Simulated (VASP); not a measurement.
Band structure of Ag₃Ir (ordered alloy cell). Method: PBEsol GGA, VASP's PBE PAW potentials (set 64) (plane waves; VASP).

Unless said otherwise, spin-orbit coupling is left out, though it shifts the bands of the heavy elements here.

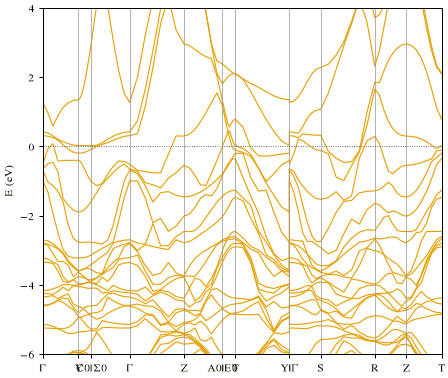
Bands along high-symmetry lines, zero at the valence-band maximum or, without a gap, the Fermi level

Q: Read the plot: is there a gap, and where are the band edges?

A: It has no gap at this level: it comes out as a metal or semimetal. (Edges off the drawn lines would not show.)

The structure was generated: Ag3Ir was put into an ordered model structure (Cmmm), which need not be its known phase. It was relaxed first.
